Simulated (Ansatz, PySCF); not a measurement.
CH6OSi (SMILES CO[SiH3]) and CH4 (SMILES C) are pulled apart as rigid monomers along the line of their centres of mass, from the B3LYP-D3(BJ)/def2-TZVP minimum. Starting geometry (charge 0, multiplicity 1):
```xyz
14

C     -1.60500    -0.46732     0.32159
O     -0.54919     0.46505     0.15077
Si     0.94893     0.03996    -0.38285
H     -2.47914     0.07433     0.68159
H     -1.85976    -0.95630    -0.62414
H     -1.34129    -1.23403     1.05664
H      1.55544    -0.98860     0.50003
H      1.76148     1.27187    -0.37187
H      0.88092    -0.52096    -1.75676
C      0.03881     0.04172     3.62609
H     -0.18287     0.71294     2.79833
H     -0.88681    -0.39356     4.00152
H      0.69843    -0.75298     3.27925
H      0.52847     0.59396     4.42723
```

Interaction energies with rigid monomers; basis-set methods are counterpoise corrected unless marked otherwise.

Frozen-core correlation. Rows in 6-311+G**, 6-31G*, STO-3G carry no dispersion term and start afresh at each structure (6-31G* with six Cartesian d functions).

The values were computed with Ansatz (an electronic-structure program) with Gaussian orbitals; PySCF for 6-311+G** rows, 6-31G* rows, STO-3G rows, the dispersion terms. Values without a source in brackets are computed.

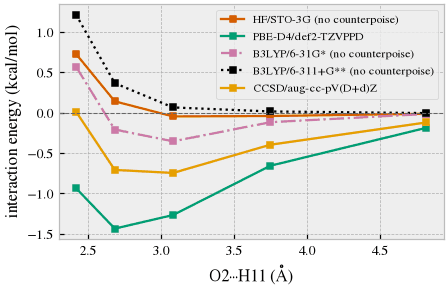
Fig. 1. Interaction energy against separation

Q: Which level binds most strongly at O2···H11 = 2.68, and by how much?

A: PBE-D4/def2-TZVPPD, -1.4 kcal/mol.
